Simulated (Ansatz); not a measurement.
CH₈O₂Si₂

Input file:

```
crystal:
  periodic: [false, false, false]
  atoms:
    - { symbol: O, position_ang: [-0.8008, 2.2945, 1.9889] }
    - { symbol: Si, position_ang: [-1.0026, 0.8891, 1.1941] }
    - { symbol: O, position_ang: [-0.1029, 0.9556, -0.1961] }
    - { symbol: C, position_ang: [0.0196, -0.1555, -1.0873] }
    - { symbol: Si, position_ang: [1.2401, -1.5194, -0.8497] }
    - { symbol: H, position_ang: [-0.2814, 2.9925, 1.5168] }
    - { symbol: H, position_ang: [-2.3849, 0.6663, 0.8285] }
    - { symbol: H, position_ang: [-0.4779, -0.1831, 2.0585] }
    - { symbol: H, position_ang: [-1.0475, -0.6058, -1.1075] }
    - { symbol: H, position_ang: [0.37756, 1.56211, -0.81368] }
    - { symbol: H, position_ang: [1.1325, -2.5138, -1.9048] }
    - { symbol: H, position_ang: [2.6289, -0.931, -0.8169] }
    - { symbol: H, position_ang: [0.9591, -2.1862, 0.4427] }
basis:
  gaussian: { orbitals: cc-pVDZ }
hamiltonian:
  xc: b3lyp
relax:
  f_tol: 0.02
  max_steps: 50
output:
  orbitals: {}
```

Launched as:

```sh
ansatz run input.yaml --threads 2 --pin off --max-ram 3072MiB --backend cpu --events-out ev --progress --plain --runs-dir out
```

The fields are those of the run's last geometry, not of the input's.

Method: Ansatz, RKS B3LYP/cc-pVDZ.

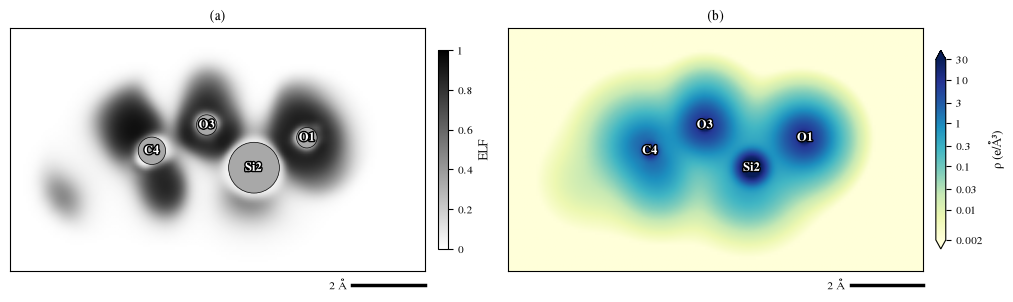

Figure 1. (a) ELF; (b) total electron density on the plane of atoms O1, Si2 and O3. Grey discs cover the atomic cores in the ELF map.

**Interpret the plot.**

- The section cuts through O, Si and C sites.
- Si–O (1.67 Å): ρ is about 1 e/Å³ halfway; the ELF peaks at about 0.85 between the atoms: a polar covalent bond.
- Si–O (1.76 Å): the density is about 0.84 e/Å³ at the midpoint; the ELF peaks at about 0.90 between the atoms: a shared but strongly polarised pair.
- The ELF also peaks beside O1 and C4, away from the bonds: lone-pair regions.

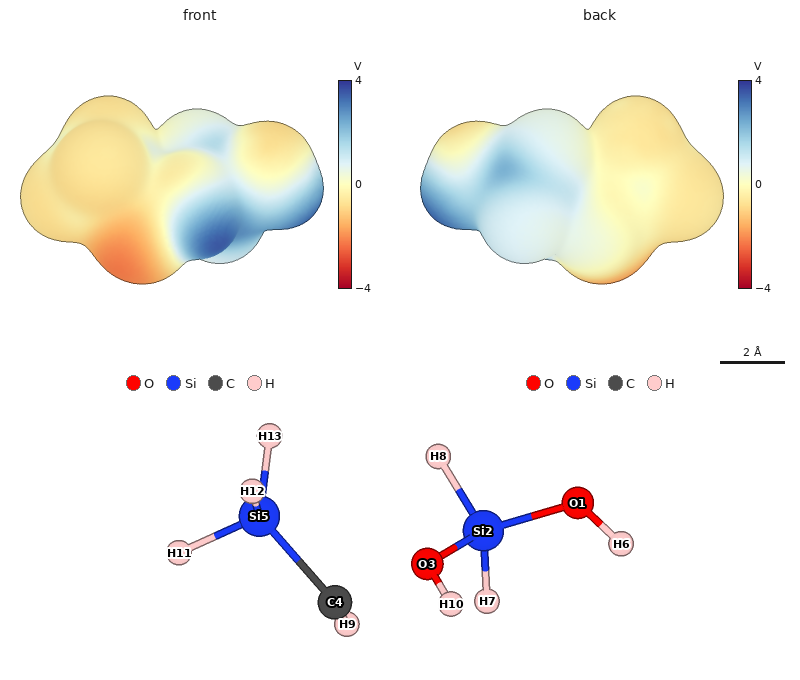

Figure 2. The molecular electrostatic potential painted on the density surface at 0.002 e/bohr³, seen from the front and from behind; the colour scale runs from red (negative) to blue (positive). The bare structure is drawn below in the same view.

**Which sites attract a positive test charge, and which a negative one?**

A positive charge is drawn to the negative regions and a negative charge to the positive ones. The most negative region (about −2.2 V) lies over C4, the most positive (about +3.4 V) over H6 and H10.

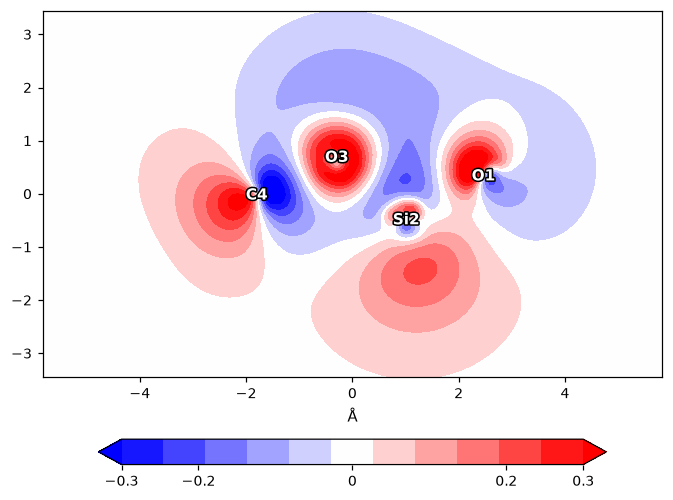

Figure 3. The LUMO on the plane of atoms O1, Si2 and O3 (values in Å⁻³ᐟ²; the overall sign is arbitrary).

**What is the character of this orbital?**

Its weight (Hirshfeld) is mainly on Si2 (about 25 %), H10 (about 15 %), O3 (about 15 %), C4 (about 15 %), O1 (about 10 %) and H6 (about 5 %). Its energy is −0.56 eV.
